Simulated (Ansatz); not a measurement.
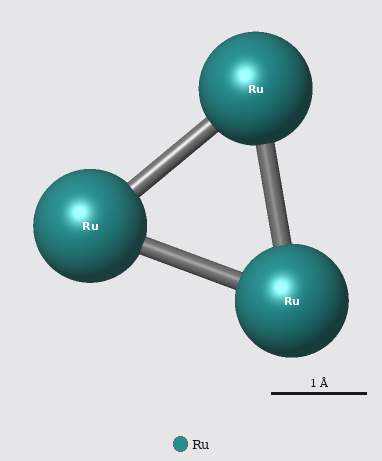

*The starting structure (ball-and-stick view, seen on its broad side). Sticks mark near contacts.*

Bond lengths as drawn: Ru–Ru 2.26 Å.

Run report: Ru3, geometry relaxation

- system: Ru3, multiplicity 3
- method: UKS r2SCAN-D4/def2-TZVP (Ansatz 0.2.0)

The geometry: r2SCAN-D4/def2-TZVP start. Figures and captions count atoms from 1; the log counts them from 0 in places.

### The input
```yaml
crystal:
  periodic: [false, false, false]
  atoms:
    - {symbol: Ru, position_ang: [-0.349899, -0.173715, 0.007750]}
    - {symbol: Ru, position_ang: [-2.599264, 0.057756, -0.120296]}
    - {symbol: Ru, position_ang: [-1.687937, -1.992141, 0.189647]}
basis:
  gaussian: {orbitals: def2-TZVP}
magnetization: {spin_polarized: true, initial_magnetization: 2}
hamiltonian: {xc: r2scan, dispersion: d4}
scf: {lower_state_search: "off"}
output: {orbitals: {seedname: orbitals}}
relax: {f_tol: 0.02, max_steps: 100}
```

Launch command:
```bash
ansatz run in.yaml --threads 4 --pin off --events-out ev --progress --plain --max-ram 3916MiB
```

### What the program printed
```
Functional definition: r2SCAN
  name "r2SCAN"
  cite "Furness, Kaplan, Ning, Perdew & Sun, J. Phys. Chem. Lett. 11, 8208 (2020) doi:10.1021/acs.jpclett.0c02405"
  cite "Furness, Kaplan, Ning, Perdew & Sun, J. Phys. Chem. Lett. 11, 9248 (2020) doi:10.1021/acs.jpclett.0c03077"
  parent r2scan
  parameter k0 = 0.174
  parameter k1 = 0.065
  parameter a1 = 4.9479
  exchange = r2scan_x(k0 = k0, k1 = k1, a1 = a1)
  correlation = r2scan_c
these checks for a lower state are left out or cut short: stability, starts, cluster_reference, orbital_swaps, neighbouring_geometries, increment
1062 factors; their error is unknown
mean field evaluation 1: about -7734.4089 eV, gradient 5.5e1 eV
mean field evaluation 2: about -7442.7131 eV, gradient 2.1e2 eV
mean field evaluation 4: about -7674.4226 eV, gradient 1.3e2 eV
mean field evaluation 8: about -7745.9775 eV, gradient 1.3e1 eV
mean field evaluation 16: about -7747.3410 eV, gradient 3.9e-2 eV
mean field evaluation 32: about -7747.3868 eV, gradient 9.6e-5 eV
mean field -7747.38678480 eV, -284.7112129740 hartree, gradient 6.3e-6 eV, S^2 4.012784; 0 other end points of the search recorded, 0 dependent functions left out
the calculation of the forces begins
reference -7747.38681548 eV, -284.7112141014 hartree; 25, 23 occupied and 95, 97 virtual orbitals, 1062 factors
relax step   1: F+E_penalty+E_count = -7747.40927079 eV  Δ(F+E_penalty+E_count) = +0.000e0 eV  max|allowed force component| = 3.588e0 eV/Å  Δτ_max = 0.0000 Å  (222 SCF iters, accepted)
these checks for a lower state are left out or cut short: stability, starts, cluster_reference, orbital_swaps, neighbouring_geometries, increment
1062 factors; their error is unknown
mean field -7747.74655689 eV, -284.7244343545 hartree, gradient 4.3e-6 eV, S^2 4.124163; 0 other end points of the search recorded, 0 dependent functions left out
the calculation of the forces begins
reference -7747.74658768 eV, -284.7244354860 hartree; 25, 23 occupied and 95, 97 virtual orbitals, 1062 factors
relax step   2: F+E_penalty+E_count = -7747.76902891 eV  Δ(F+E_penalty+E_count) = -3.598e-1 eV  max|allowed force component| = 7.777e-1 eV/Å  Δτ_max = 0.1156 Å  (132 SCF iters, accepted)
these checks for a lower state are left out or cut short: stability, starts, cluster_reference, orbital_swaps, neighbouring_geometries, increment
1062 factors; their error is unknown
mean field evaluation 64: about -7747.7779 eV, gradient 1.5e-1 eV
mean field -7747.77829107 eV, -284.7256005641 hartree, gradient 1.8e-6 eV, S^2 4.138547; 0 other end points of the search recorded, 0 dependent functions left out
the calculation of the forces begins
reference -7747.77832196 eV, -284.7256016992 hartree; 25, 23 occupied and 95, 97 virtual orbitals, 1062 factors
relax step   3: F+E_penalty+E_count = -7747.80075640 eV  Δ(F+E_penalty+E_count) = -3.173e-2 eV  max|allowed force component| = 2.568e-1 eV/Å  Δτ_max = 0.0419 Å  (169 SCF iters, accepted)
these checks for a lower state are left out or cut short: stability, starts, cluster_reference, orbital_swaps, neighbouring_geometries, increment
1062 factors; their error is unknown
mean field evaluation 96: about -7747.7788 eV, gradient 5.4e-1 eV
mean field -7747.78161827 eV, -284.7257228363 hartree, gradient 2.8e-6 eV, S^2 4.167427; 0 other end points of the search recorded, 0 dependent functions left out
the calculation of the forces begins
reference -7747.78164917 eV, -284.7257239718 hartree; 25, 23 occupied and 95, 97 virtual orbitals, 1062 factors
relax step   4: F+E_penalty+E_count = -7747.80407923 eV  Δ(F+E_penalty+E_count) = -3.323e-3 eV  max|allowed force component| = 6.755e-2 eV/Å  Δτ_max = 0.0230 Å  (140 SCF iters, accepted)
these checks for a lower state are left out or cut short: stability, starts, cluster_reference, orbital_swaps, neighbouring_geometries, increment
1062 factors; their error is unknown
mean field -7747.78192051 eV, -284.7257339436 hartree, gradient 9.7e-6 eV, S^2 4.160869; 0 other end points of the search recorded, 0 dependent functions left out
the calculation of the forces begins
reference -7747.78195141 eV, -284.7257350792 hartree; 25, 23 occupied and 95, 97 virtual orbitals, 1062 factors
relax step   5: F+E_penalty+E_count = -7747.80438247 eV  Δ(F+E_penalty+E_count) = -3.032e-4 eV  max|allowed force component| = 9.725e-3 eV/Å  Δτ_max = 0.0058 Å  (36 SCF iters, accepted)
these checks for a lower state are left out or cut short: stability, starts, cluster_reference, orbital_swaps, neighbouring_geometries, increment
1062 factors; their error is unknown
mean field -7747.78192993 eV, -284.7257342895 hartree, gradient 3.8e-6 eV, S^2 4.161578; 0 other end points of the search recorded, 0 dependent functions left out
the calculation of the forces begins
reference -7747.78196083 eV, -284.7257354251 hartree; 25, 23 occupied and 95, 97 virtual orbitals, 1062 factors
relax step   6: F+E_penalty+E_count = -7747.80439176 eV  Δ(F+E_penalty+E_count) = -9.299e-6 eV  max|allowed force component| = 1.015e-3 eV/Å  Δτ_max = 0.0008 Å  (26 SCF iters, accepted)
these checks for a lower state are left out or cut short: stability, starts, cluster_reference, orbital_swaps, neighbouring_geometries, increment
1062 factors; their error is unknown
mean field evaluation 128: about -7747.7819 eV, gradient 4.8e-6 eV
mean field -7747.78193020 eV, -284.7257342997 hartree, gradient 2.6e-6 eV, S^2 4.161635; 0 other end points of the search recorded, 0 dependent functions left out
the calculation of the forces begins
reference -7747.78196110 eV, -284.7257354352 hartree; 25, 23 occupied and 95, 97 virtual orbitals, 1062 factors
relax step   7: F+E_penalty+E_count = -7747.80439203 eV  Δ(F+E_penalty+E_count) = -2.690e-7 eV  max|allowed force component| = 7.749e-4 eV/Å  Δτ_max = 0.0001 Å  (26 SCF iters, accepted)
```

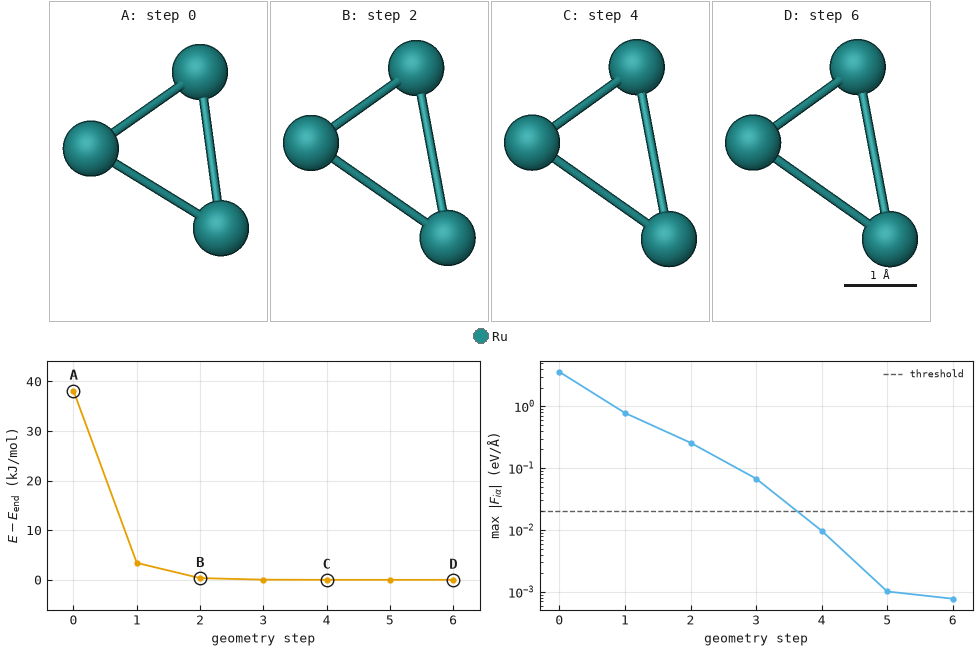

*Frames of the relaxation (ball-and-stick view, seen at a tilt) above the curves, on which the letters mark them (the first geometry is step 0 here and step 1 in the log).*

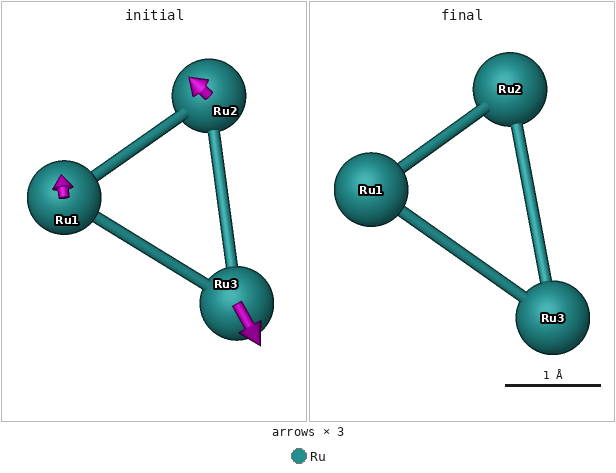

*Before (left) and after (right) the relaxation, at one scale (ball-and-stick view, seen at a tilt). The pink arrows give the displacements, magnified 3 times.*

After 6 geometry steps the energy has fallen by 38.1 kJ/mol. The largest force component goes from 3.6 to 0.00077 eV/Å. The atom that moves furthest after the best rigid fit is Ru3 (0.17 Å). Among the contacts that change: Ru2–Ru3 2.265 → 2.496 Å, Ru1–Ru3 2.265 → 2.458 Å, Ru1–Ru2 2.265 → 2.191 Å. Among the angles that change: Ru1–Ru3–Ru2 60.0° → 52.5°, Ru2–Ru1–Ru3 60.0° → 64.6°, Ru1–Ru2–Ru3 60.0° → 62.9°. (Atoms are counted from 1 in the order of the input.)

```
Total energy: -7747.80442293 eV, -284.7265608923 hartree
Atom 0 at    -0.384814    -0.095966    -0.004021 Å, force    -0.000373    -0.000775     0.000086 eV/Å
Atom 1 at    -2.557727     0.152064    -0.130937 Å, force    -0.000239     0.000359    -0.000058 eV/Å
Atom 2 at    -1.694559    -2.164198     0.212059 Å, force     0.000612     0.000416    -0.000028 eV/Å
Dipole moment:     0.004374    -0.105947     0.014167 e Å
Checks for a lower state left out: stability, starts, cluster_reference, orbital_swaps, neighbouring_geometries, increment
```

### Trajectory as extended XYZ (Å, eV, eV/Å), 7 frames, from step=1 to step=7
```
3
Properties=species:S:1:pos:R:3:forces:R:3 step=1 energy=-7747.40927
Ru   -0.3499   -0.1737    0.0077    0.3139   1.8655  -0.2325
Ru   -2.5993    0.0578   -0.1203    0.1734   1.7224  -0.2197
Ru   -1.6879   -1.9921    0.1896   -0.4874  -3.5879   0.4522
3
Properties=species:S:1:pos:R:3:forces:R:3 step=2 energy=-7747.76903
Ru   -0.3688   -0.1109   -0.0014   -0.0310   0.2840  -0.0388
Ru   -2.5640    0.1085   -0.1255    0.0076   0.4936  -0.0648
Ru   -1.7043   -2.1057    0.2039    0.0235  -0.7777   0.1036
3
Properties=species:S:1:pos:R:3:forces:R:3 step=3 energy=-7747.80076
Ru   -0.3811   -0.0995   -0.0034    0.0175   0.0928  -0.0115
Ru   -2.5577    0.1381   -0.1291   -0.0239   0.1640  -0.0227
Ru   -1.6983   -2.1467    0.2096    0.0063  -0.2568   0.0341
3
Properties=species:S:1:pos:R:3:forces:R:3 step=4 energy=-7747.80408
Ru   -0.3863   -0.0939   -0.0044    0.0359  -0.0344   0.0061
Ru   -2.5563    0.1550   -0.1313   -0.0391  -0.0332   0.0027
Ru   -1.6945   -2.1692    0.2127    0.0032   0.0676  -0.0088
3
Properties=species:S:1:pos:R:3:forces:R:3 step=5 energy=-7747.80438
Ru   -0.3843   -0.0960   -0.0040   -0.0097   0.0035  -0.0009
Ru   -2.5579    0.1514   -0.1309    0.0084   0.0062  -0.0005
Ru   -1.6948   -2.1634    0.2119    0.0014  -0.0097   0.0013
3
Properties=species:S:1:pos:R:3:forces:R:3 step=6 energy=-7747.80439
Ru   -0.3848   -0.0959   -0.0040   -0.0001  -0.0010   0.0001
Ru   -2.5577    0.1520   -0.1309   -0.0009   0.0010  -0.0002
Ru   -1.6947   -2.1642    0.2121    0.0010   0.0000   0.0000
3
Properties=species:S:1:pos:R:3:forces:R:3 step=7 energy=-7747.80439
Ru   -0.3848   -0.0960   -0.0040   -0.0004  -0.0008   0.0001
Ru   -2.5577    0.1521   -0.1309   -0.0002   0.0004  -0.0001
Ru   -1.6946   -2.1642    0.2121    0.0006   0.0004   0.0000
```

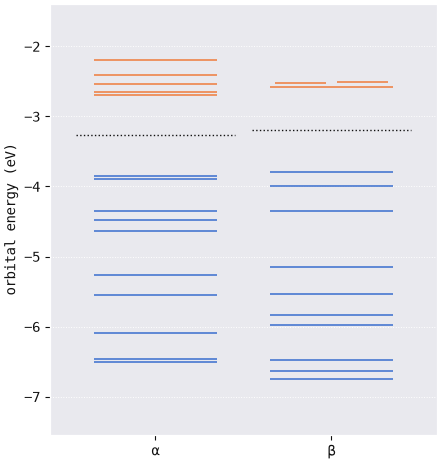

*Orbital energies near the frontier for α and β spins; the dotted line parts filled from empty levels, and levels within 0.02 eV of each other stand side by side.*

α: highest filled −3.85 eV, lowest empty −2.70 eV, 1.15 eV apart; β: highest filled −3.79 eV, lowest empty −2.59 eV, 1.20 eV apart.

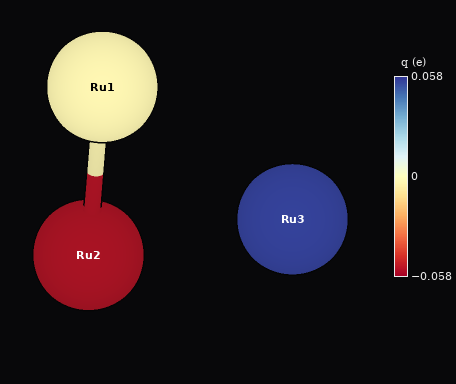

*Mulliken charges, as the colour of each atom (ball-and-stick view, seen at a tilt; atoms are numbered from 1 in the order of the input; Mulliken charges depend strongly on the basis).*

By element: Ru −0.05 to +0.06 e.

### Results in brief

```tsv
quantity	value
outcome	converged
total energy	−7747.8044 eV
mean-field energy	−7747.7820 eV
dispersion energy	−0.0225 eV
⟨S²⟩	4.162
HOMO (either spin)	−3.79 eV
LUMO (either spin)	−2.70 eV
largest force (length of the vector) at the end	0.001 eV/Å
dipole moment	0.51 D
hardware	4 threads of Arm Neoverse V2, 23 GiB of memory available, shared host
wall time	96 s (CPU time 6.3 min)
peak memory	0.39 GiB
```

### Notes

⟨S²⟩ is 4.16 against 2.00 for a pure state: the solution is spin-contaminated.
